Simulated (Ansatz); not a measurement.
# Lattice dynamics of SnTeS monolayer, Janus, part 2 of 2

Aim: the vibrations of SnTeS monolayer, Janus, their spectra, and whether the structure is stable.

Ansatz 0.2.0; DFT PBE, scalar-relativistic, plane waves, PAW.

So far. Step 4 (Relaxing to small forces for the phonons): The largest force component left is 0.099 meV/Å, within the tolerances set.

## 5. Zone-centre response

The zone centre comes first: it holds the modes that light can see, as far as symmetry allows. No field response is asked, since the mesh shows no gap.

Input file input.yaml:

```yaml
crystal:
  lattice:
    - [3.895944407, 0.0, 0.0]
    - [-1.9479722035, 3.3739868282, 0.0]
    - [0.0, 0.0, 30.0]
  atoms:
    - { symbol: Sn, position: [0.0, 0.0, 0.3374499335] }
    - { symbol: S, position: [0.3333333333, 0.6666666667, 0.3848248903] }
    - { symbol: Te, position: [0.6666666667, 0.3333333333, 0.2743918429] }
  periodic: [true, true, false]
kpoints:
  mp_grid: { grid: [12, 12, 1] }
hamiltonian:
  xc: pbe
scf:
  occupations: { method: methfessel_paxton, width: 0.15 }
output:
  eigenvalues: true
phonons:
  method: dfpt
```

The run is started by

```bash
ansatz run input.yaml --threads 8 --pin off --max-ram 14336MiB --backend cpu --events-out ev --progress --plain --runs-dir out
```

Numbers of over 12 decimals in the logs are rounded to 6 here.

The log of the run:

```text
[...]
Crystal: 3 atoms, lattice volume = 394.346 Å³
Basis set: ecut = 420 eV, 7805 PW (Γ), exchange–correlation on 54×54×432 points (8 copies of the dense FFT grid, shifted against one another)
Bands: 22, of which v1, the nominal top of the filled ones, is band 18 counted from 1 (17 counted from 0)
Symmetry: 6 space group operations
k-points: 43 of 144 (irreducible under 2 space group operations, time reversal used)
[...]
SCF iter   1: F=—  HF=-13906.691793 eV  |F-HF|=—  |Δ(HF+E_count)|=         —  Δρ=2.44e-3  dr2=3.06e-1  ethr=1.77e-3  ⟨swp⟩=14.9  Hψ=7709  notcnv=0
[...]
SCF iter  11: F=-13906.668510 eV  HF=-13906.668510 eV  |F-HF|=8.91e-11  |Δ(HF+E_count)|=   1.20e-9  S|Δr|=    0.00e0  Δρ=1.74e-8  dr2=8.01e-13  ethr=1.00e-12  ⟨swp⟩=13.7  Hψ=6771  notcnv=0
SCF 1 converged in 11 iterations: F = -13906.668510 eV  dr2 = 8.01e-13
[...]
DFPT response loops at Γ: preconditioner auto → none (partly filled bands, converged f_vac=0.758); β = 0.50; Broyden in place of MSR1
SCF converged after 11 iterations
[...]
Free energy (F): -13906.668510 eV
[...]
Internal energy: -13906.669195 eV  (E = F + TS)
E sigma→0 (E₀):  -13906.668681 eV
Entropy (-TS):   0.000685 eV (0.228 meV/atom)
Fermi energy:    -5.216583 eV
[...]
--- Band table (eV; the first three rows and the last of 43) ---
  k-point 0: bands = [... 14 lower, -7.0882, -7.0882, -5.0029, -5.0029, -4.7644, -2.2945, -1.5767, -1.5767]
  k-point 1: bands = [... 14 lower, -7.1871, -7.1018, -5.6243, -5.0850, -4.4059, -2.0496 (-2.0495°), -1.5854, -1.4244]
  k-point 2: bands = [... 14 lower, -7.4367, -7.0571, -6.6056, -5.2857, -4.0990, -2.2279, -1.0778, -1.0016]
  k-point 42: bands = [... 14 lower, -9.1382, -8.2509, -7.1435, -6.4271, -4.3865, -1.5215, -0.8234, -0.3770]
  ° read free of the cell's end (the report's vacuum.weakly_bound_levels)
--- Phonons (Γ-DFPT): 6 representative perturbations + reference, on 43 of 144 k-points (Σ response iterations 27) ---
  k mesh reduced under 2 symmetry operations, with k and −k counted as one. Each operation leaves every solved perturbation unchanged. A smaller set is not used because it would not reduce the number of displacements times k-points to solve
  ASR residual: 2.771e-5 → 0.000e0 eV/Å²; symmetrization residual: 1.890e-5 eV/Å²
  ASR residual per site (eV/Å²): 2.77e-5 4.26e-6 3.52e-6
  Γ frequencies (cm⁻¹): 0.00 0.00 0.00 85.44 85.44 139.09 158.55 158.55 284.77
  non-analytic LO–TO correction: not included (Born effective charges unavailable; polar crystals: no LO–TO splitting at Γ)
```

The job ended after 47 s (8 threads of Arm Neoverse V2, shared host; peak memory 2 GiB).

In the SCF lines HF is the Harris–Foulkes energy and dr2 the Hartree energy of the density residual, in eV; the loop may stop once dr2 is under the threshold and the program's other checks hold. Hψ counts applications of the Hamiltonian.

This step gave:

```
sum-rule residual before enforcement                    : 2.77e-5 eV/Å²
point group                                             : 3m
highest optical mode at the zone centre (no LO-TO term) : 284.8 cm⁻¹
lowest optical zone-centre mode                         : 85.44 cm⁻¹
```

Patterns of degenerate modes are one choice out of their space. Modes at Γ, with each element's share of the kinetic energy:

```
mode  frequency (cm⁻¹)  symmetry  Sn %  S %  Te %
   1               0.0  acoustic    43   12    46
   2               0.0  acoustic    43   12    46
   3               0.0  acoustic    43   12    46
   4              85.4         E    37    9    54
   5              85.4         E    37    9    54
   6             139.1        A1    36   10    54
   7             158.6         E    20   80     0
   8             158.6         E    20   80     0
   9             284.8        A1    22   78     0
```

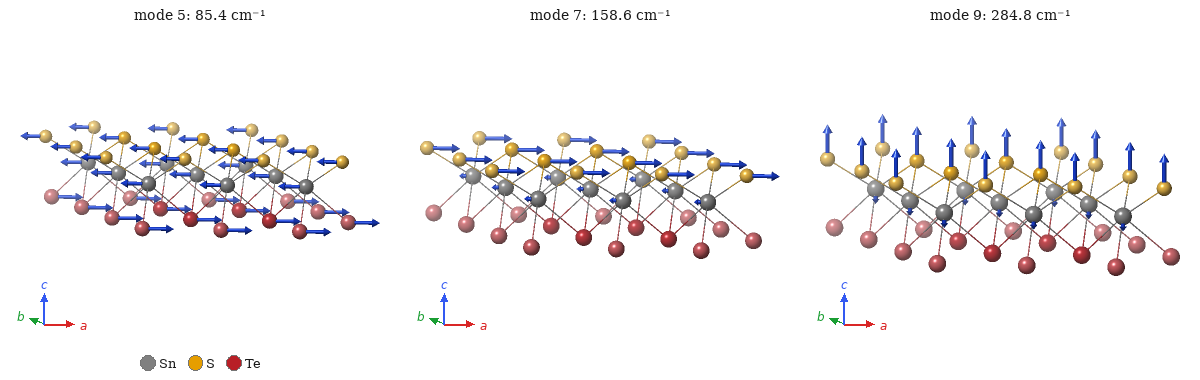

Displacement patterns of modes 5, 7 and 9 at Γ; arrows are exaggerated. 2×2×1 cells are drawn. Some periodic images of atoms are drawn too.

Before it was imposed, the acoustic sum rule was missed by 2.8e-5 eV/Å². Small misses are needed for a sound result but don't prove that mesh and cutoff are converged. The lowest optical mode is real, 85.4 cm⁻¹.

## 6. The dispersion

Stability and thermal properties need the whole zone. Linear response on a 3×3×1 q mesh gives force constants as far as a supercell of that size would.

input.yaml, as its differences from that of step 5:

```diff
@@ -20 +20,10 @@
   method: dfpt
+  qmesh: [3, 3, 1]
+  temperatures: { t_max: 1000, t_step: 50 }
+  qpath:
+    path:
+      - [0.0, 0.0, 0.0]
+      - [0.5, 0.0, 0.0]
+      - [0.33333333, 0.33333333, 0.0]
+      - [0.0, 0.0, 0.0]
+    npoints: 10
```

The log of the run:

```text
[...]
Crystal: 3 atoms, lattice volume = 394.346 Å³
Basis set: ecut = 420 eV, 7805 PW (Γ), exchange–correlation on 54×54×432 points (8 copies of the dense FFT grid, shifted against one another)
Bands: 22, of which v1, the nominal top of the filled ones, is band 18 counted from 1 (17 counted from 0)
Symmetry: 6 space group operations
k-points: 19 of 144 (time reversal used)
[...]
SCF iter   1: F=—  HF=-13906.691677 eV  |F-HF|=—  |Δ(HF+E_count)|=         —  Δρ=2.44e-3  dr2=3.07e-1  ethr=1.77e-3  ⟨swp⟩=14.8  Hψ=3383  notcnv=0
[...]
SCF iter  11: F=-13906.668510 eV  HF=-13906.668510 eV  |F-HF|=6.55e-11  |Δ(HF+E_count)|=  6.98e-10  S|Δr|=    0.00e0  Δρ=1.63e-8  dr2=7.37e-13  ethr=1.00e-12  ⟨swp⟩=13.2  Hψ=2895  notcnv=0
SCF 1 converged in 11 iterations: F = -13906.668510 eV  dr2 = 7.37e-13
[...]
phonons: the bands overlap, so this run is a metal and interpolates without the dipole-dipole term. If the crystal is really an insulator or semiconductor, its LO-TO splitting is missing
NSCF: frozen V_eff on 19 k-points
[...]
DFPT response loops at q = (0, 0, 0) (fractional): preconditioner auto → none (partly filled bands, converged f_vac=0.758); β = 0.50; Broyden in place of MSR1
[...]
SCF converged after 11 iterations
[...]
Free energy (F): -13906.668510 eV
[...]
Internal energy: -13906.669195 eV  (E = F + TS)
E sigma→0 (E₀):  -13906.668681 eV
Entropy (-TS):   0.000685 eV (0.228 meV/atom)
Fermi energy:    -5.216583 eV
[...]
--- Band table (eV; the first three rows and the last of 19) ---
  k-point 0: bands = [... 14 lower, -7.0882, -7.0882, -5.0029, -5.0029, -4.7644, -2.2945, -1.5767, -1.5767]
  k-point 1: bands = [... 14 lower, -7.1871, -7.1018, -5.6243, -5.0850, -4.4059, -2.0496 (-2.0495°), -1.5854, -1.4244]
  k-point 2: bands = [... 14 lower, -7.4367, -7.0571, -6.6056, -5.2857, -4.0990, -2.2279, -1.0778, -1.0016]
  k-point 18: bands = [... 14 lower, -9.1916, -9.0854, -6.9986, -6.5681, -4.5680, -1.3878, -0.7659, -0.2187]
  ° read free of the cell's end (the report's vacuum.weakly_bound_levels)
--- Phonons (Γ-DFPT): 6 representative perturbations + reference (Σ response iterations 24) ---
  ASR residual: 2.822e-5 → 0.000e0 eV/Å²; symmetrization residual: 1.509e-5 eV/Å²
  ASR residual per site (eV/Å²): 2.82e-5 1.28e-5 1.87e-5
  Γ frequencies (cm⁻¹): 0.00 0.00 0.00 85.44 85.44 139.09 158.55 158.55 284.77
--- Phonons (arbitrary-q DFPT): 3 irreducible q on the 3×3×1 mesh ---
  q = [0.0000, 0.0000, 0.0000] (star 1, of the zone-centre solve; hermiticity 2.83e-6, symmetrization 1.46e-11): -0.00 -0.00 0.00 85.44 85.44 139.09 158.55 158.55 284.77
  q = [0.0000, 0.3333, 0.0000] (star 6, 9 solved perturbations on 78 of 144 k-point pairs; hermiticity 4.53e-6, symmetrization 3.96e-10): 36.33 46.08 85.80 98.84 126.56 135.18 159.01 186.67 252.23
  q = [0.3333, 0.3333, 0.0000] (star 2, 6 solved perturbations in 327 linear systems a pass and spin channel, the states on 78 of 144 k-point pairs; hermiticity 5.42e-6, symmetrization 3.03e-7): 44.09 78.87 96.22 116.55 125.91 136.08 179.97 205.63 237.24
  sum rule: each row above includes the acoustic sum rule's correction from the zone centre's row sums; it moved no ω² by more than (0.33 cm⁻¹)²
  mesh force constants: q→R imaginary residual 0.00e0; ASR residual 2.822e-5 → 0.000e0 eV/Å²; symmetrization residual 5.329e-15 eV/Å²
  interpolated dispersion: 31 rows × 9 modes
  density of states and harmonic sums: on the 18×18×1 q-mesh, interpolated from the force constants of a 3×3×1 supercell (no non-analytic term)
  largest difference from the sums on the solved wave vectors: F 3.11e-2 eV, S 3.99e-5 and C_V 8.78e-6 eV/K
  zero-point energy: 0.069839 eV/cell   skipped modes (ω ≤ 0): 12, of them read as no rigid motion or as one in doubt: 9 (2.222e-1 modes/cell left out, lowest -21.45 cm⁻¹)   left out of the sums: 2.57e-2 of the cell's modes: C_V's classical limit lies that fraction below 3 k_B per atom; for a crystal, a wire or a layer, F and S can be off by more, and a phonons.interpolated_qmesh denser along its periods is the remedy for the sampling
```

It took 3.3 min on 8 threads; peak memory 2.4 GiB; 25 min of CPU time.

This step gave:

| Item | Value |
| --- | --- |
| sum-rule residual before enforcement | 2.82e-5 eV/Å² |
| lowest frequency on the path | -21.21 cm⁻¹ |
| highest frequency on the path or at a solved wavevector | 284.8 cm⁻¹ |
| lowest mode on the q mesh (acoustic modes at Γ apart) | 36.33 cm⁻¹ |

Frequencies (cm⁻¹) solved at each irreducible wavevector; negative means imaginary. Frequencies by wavevector, by row:

```
q in reciprocal lattice units  star  mode 1  mode 2  mode 3  mode 4  mode 5  mode 6  mode 7  mode 8  mode 9
                        0 0 0     1       0       0       0    85.4    85.4   139.1   158.6   158.6   284.8
                   0 0.3333 0     6    36.3    46.1    85.8    98.8   126.6   135.2     159   186.7   252.2
              0.3333 0.3333 0     2    44.1    78.9    96.2   116.5   125.9   136.1     180   205.6   237.2
```

Interpolated from a 3×3×1 q mesh. The phonon branches at the labelled points (cm⁻¹):

```
point  branch 1  branch 2  branch 3  branch 4  branch 5  branch 6  branch 7  branch 8  branch 9
    Γ         0         0         0        85        85       139       158       158       285
    M        48        54        92       103       123       144       164       200       244
    K        44        79        96       117       126       136       180       206       237
    Γ         0         0         0        85        85       139       158       158       285
```

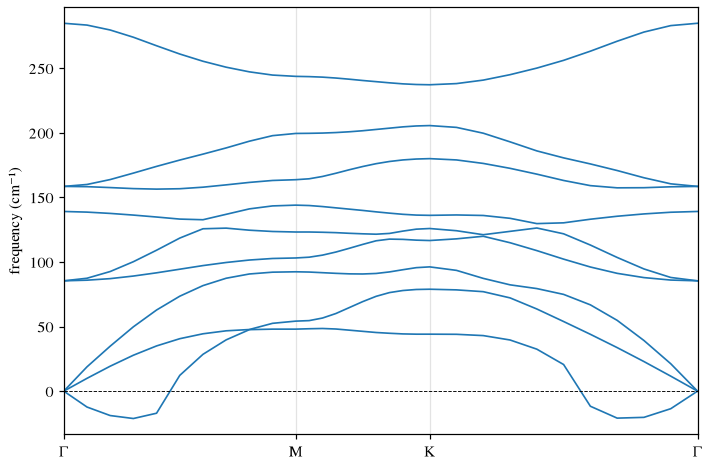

Phonon branches along the path.

The phonon density of states has structure finer than the step of the table below, so its rows give means over 20 cm⁻¹, whole bins alone (the curve runs from -22.5 to 288 cm⁻¹). Peaks (cm⁻¹: height): 42.5: 0.0710, 92.5: 0.0758, 102.5: 0.0516, 122.5: 0.113, 137.5: 0.0923, 157.5: 0.0629, 242.5: 0.0534.

Tetrahedra on a 18×18×1 mesh, mean over bins of 5 cm-1. Interpolated from a 3×3×1 q mesh. The phonon density of states by wavenumber; means over each step:

```
wavenumber (cm⁻¹)  phonon density of states (1/cm⁻¹/cell)
                0                                 0.00439
               20                                  0.0117
               40                                  0.0462
               60                                  0.0309
               80                                  0.0420
              100                                  0.0496
              120                                  0.0597
              140                                  0.0470
              160                                  0.0411
              180                                  0.0342
              200                                  0.0246
              220                                  8.6e-5
              240                                  0.0265
              260                                  0.0176
```

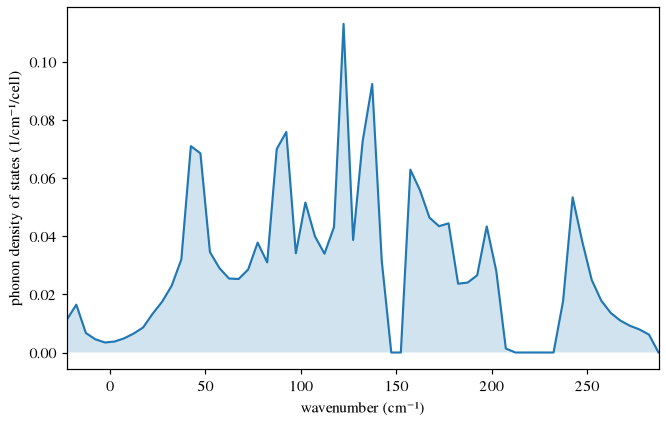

Phonon density of states, plotted against wavenumber.

The partial phonon density of states has structure finer than the step of the table below, so its rows give means over 25 cm⁻¹, whole bins alone (the curve runs from -31.4 to 303 cm⁻¹). Peaks (cm⁻¹: height): S 137.0: 0.013, 160.2: 0.0488, 200.2: 0.0372, 244.4: 0.0415; Sn -18.8: 0.00799, 44.4: 0.0332, 124.4: 0.0481, 137.0: 0.0480, 158.1: 0.0109, 244.4: 0.00846; Te -18.8: 0.0091, 46.5: 0.0400, 90.7: 0.0580, 124.4: 0.0476, 134.9: 0.0296.

Phonopy on the run's constants, 17x17x1 mesh, Gaussian sigma 2.4 cm-1. Interpolated from a 3×3×1 q mesh. Table of partial phonon density of states by wavenumber; means over each step; values in 1/cm⁻¹/cell:

```
wavenumber (cm⁻¹)        S       Sn       Te
                0   3.9e-4  0.00156  0.00169
               25  0.00144  0.00712  0.00802
               50  0.00197   0.0203   0.0240
               75  0.00143  0.00976   0.0232
              100  0.00406   0.0192   0.0271
              125  0.00604   0.0327   0.0274
              150   0.0172   0.0126  0.00358
              175   0.0325  0.00644   8.4e-4
              200   0.0207   8.1e-4   6.9e-4
              225  0.00147   2.4e-4   4.0e-6
              250   0.0252  0.00475   5.5e-5
              275  0.00673  0.00146   7.4e-7
```

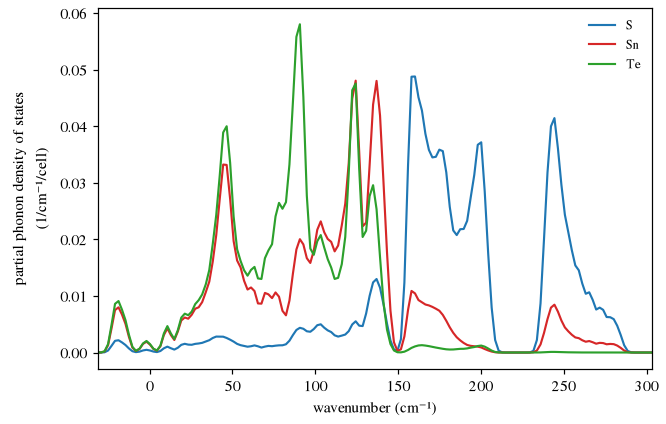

Partial phonon density of states, plotted against wavenumber.

Symmetry leaves 3 wavevectors to solve. The lowest mode among them, the acoustic zeros apart, lies at q = (0, 0.333, 0) and is real, 36.3 cm⁻¹. Between them the interpolated path dips to 21i cm⁻¹.

## 7. Isotope substitution, element S, natural mass 32.06 amu

An isotope changes the mass and not the force constants, so no new electronic calculation is needed; the shifts show which modes move this element.

The same force constants with the mass of S changed from 32.060 to 33.968 u (phonopy, no LO-TO term). Both lists are sorted by frequency; levels can cross, so a row need not hold one and the same mode. Modes under 3 cm⁻¹ are left out. Isotope shifts, by row:

```
              q  rank  natural mass (cm⁻¹)  changed mass (cm⁻¹)
          0 0 0     4                85.44                85.22
          0 0 0     5                85.44                85.22
          0 0 0     6                139.1                138.7
          0 0 0     7                158.6                  155
          0 0 0     8                158.6                  155
          0 0 0     9                284.8                278.4
     0 0.3333 0     1                36.33                36.25
     0 0.3333 0     2                46.08                46.04
     0 0.3333 0     3                 85.8                85.66
     0 0.3333 0     4                98.84                98.48
     0 0.3333 0     5                126.6                126.4
     0 0.3333 0     6                135.2                134.6
     0 0.3333 0     7                  159                155.2
     0 0.3333 0     8                186.7                182.1
     0 0.3333 0     9                252.2                246.2
0.3333 0.3333 0     1                44.09                44.05
0.3333 0.3333 0     2                78.87                78.84
0.3333 0.3333 0     3                96.22                96.15
0.3333 0.3333 0     4                116.5                116.5
0.3333 0.3333 0     5                125.9                125.5
0.3333 0.3333 0     6                136.1                135.8
0.3333 0.3333 0     7                  180                175.1
0.3333 0.3333 0     8                205.6                200.2
0.3333 0.3333 0     9                237.2                231.4
```

A mode of this element alone would shift by -2.85 %. The highest zone-centre frequency without the field goes from 284.8 to 278.4 cm⁻¹ (-2.2 %). The product of the frequency ratios over all optical modes at Γ is 0.926; the product rule, (m/m′)^(3k/2) (M′/M)^(3/2) with k = 1 such atoms and M the mass of the cell, gives 0.926.

## 8. Another isotope, element Sn, natural mass 118.71 amu

The same for Sn, from 118.71 to 123.91 u.

A mode of this element alone would shift by -2.12 %. The highest zone-centre frequency without the field goes from 284.8 to 283.5 cm⁻¹ (-0.4 %). The product of the frequency ratios over all optical modes at Γ is 0.964; the product rule, (m/m′)^(3k/2) (M′/M)^(3/2) with k = 1 such atoms and M the mass of the cell, gives 0.964.

## 9. Isotope substitution, element Te, natural mass 127.6 amu

The same for Te, from 127.60 to 129.91 u.

The same force constants with the mass of Te changed from 127.600 to 129.906 u (phonopy, no LO-TO term). Both lists are sorted by frequency; levels can cross, so a row need not hold one and the same mode. Modes under 3 cm⁻¹ are left out. Isotope shifts, by row:

```
              q  rank  natural mass (cm⁻¹)  changed mass (cm⁻¹)
          0 0 0     4                85.44                85.03
          0 0 0     5                85.44                85.03
          0 0 0     6                139.1                138.4
          0 0 0     7                158.6                158.6
          0 0 0     8                158.6                158.6
          0 0 0     9                284.8                284.8
     0 0.3333 0     1                36.33                36.18
     0 0.3333 0     2                46.08                45.84
     0 0.3333 0     3                 85.8                85.17
     0 0.3333 0     4                98.84                98.48
     0 0.3333 0     5                126.6                126.1
     0 0.3333 0     6                135.2                134.8
     0 0.3333 0     7                  159                  159
     0 0.3333 0     8                186.7                186.6
     0 0.3333 0     9                252.2                252.2
0.3333 0.3333 0     1                44.09                43.88
0.3333 0.3333 0     2                78.87                78.37
0.3333 0.3333 0     3                96.22                 95.6
0.3333 0.3333 0     4                116.5                  116
0.3333 0.3333 0     5                125.9                125.6
0.3333 0.3333 0     6                136.1                135.8
0.3333 0.3333 0     7                  180                  180
0.3333 0.3333 0     8                205.6                205.6
0.3333 0.3333 0     9                237.2                237.2
```

A mode of this element alone would shift by -0.89 %. The highest zone-centre frequency without the field goes from 284.8 to 284.8 cm⁻¹ (+0.0 %). The product of the frequency ratios over all optical modes at Γ is 0.986; the product rule, (m/m′)^(3k/2) (M′/M)^(3/2) with k = 1 such atoms and M the mass of the cell, gives 0.986.

## 10. Results

```yaml
space_group_after_relaxation_within_0p01_a: P3m1
area_per_atom: 4.38 Å²
electronic_character: no gap on this mesh
highest_optical_mode_at_the_zone_centre_no_lo_to_term: 285 cm⁻¹
lowest_optical_zone_centre_mode: 85.4 cm⁻¹
lowest_mode_on_the_q_mesh_acoustic_modes_at_gamma_apart: 36.3 cm⁻¹
highest_frequency_on_the_path_or_at_a_solved_wavevector: 285 cm⁻¹
imaginary_modes_on_the_3x3x1_q_mesh: none
```

In words: No mode is imaginary at the 3 irreducible wavevectors solved, but between them the interpolated path dips to 21.2i cm⁻¹, so stability is not settled. The optical modes at Γ span 85 to 285 cm⁻¹. The highest mode in this list at Γ, 284.8 cm⁻¹, is mostly motion of S (78 % of the kinetic energy). The interpolated path dips to 21i cm⁻¹ between the solved wavevectors, which may come from the interpolation; a denser q mesh would tell. With no gap, or one that is small against the smearing, the frequencies hang on the k mesh and the smearing, most of all near Kohn anomalies. In a sheet or slab the interpolated bending branch near Γ is rough, since the rotational sum rule isn't imposed. A semilocal functional can close a gap that the real compound would have, so the metallic treatment may be an artefact of the level. Spin-orbit coupling is left out, which can matter for the heavy elements here. The starting cell was built on a prototype and not taken from a measurement. These are harmonic frequencies at zero temperature: anharmonic shifts, linewidths and thermal expansion are left out.

[Logs are printed without paths, hosts, clocks, repeated set-up lines and the standing remarks that a program may print on its own settings, such as how far it seeks lower states.]

[Hosts, paths, dates, database ids (printed as entryN), source tags and the programs' standing remarks are cut or masked in the printed files.]
